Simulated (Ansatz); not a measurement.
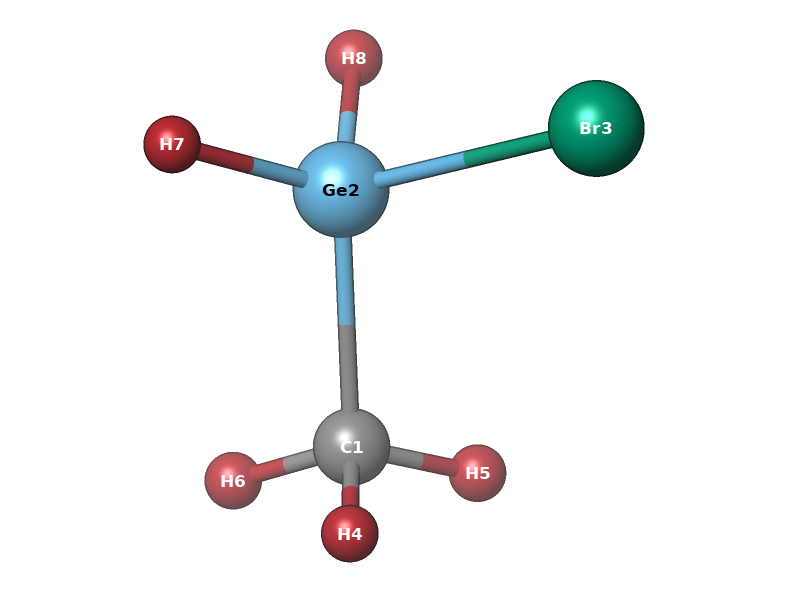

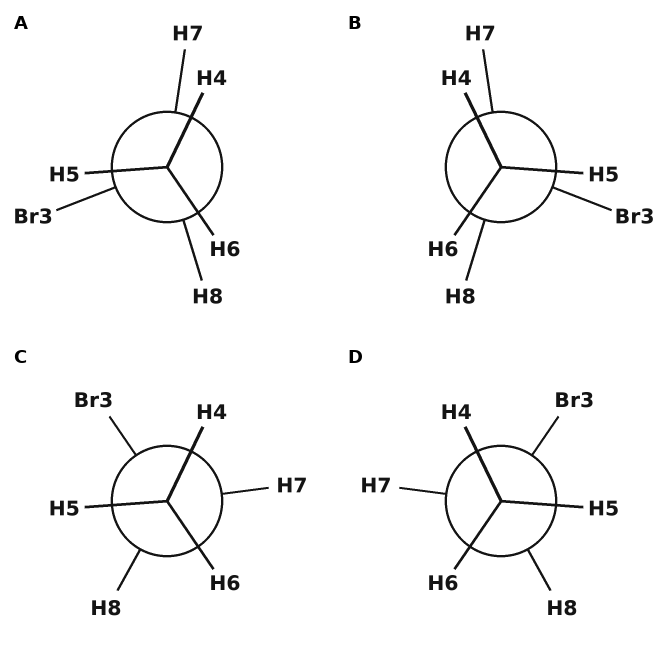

Atoms fade into the background with distance from the viewer. Bonds that would overlap in a projection are set slightly apart. The computed structure is the end point of a PBE0-D4/def2-TZVP optimisation.

### Which Newman projection shows the view along C1–Ge2, with C1 in front?

D. The torsion angle H4–C1–Ge2–Br3 is 60°, synclinal (gauche).
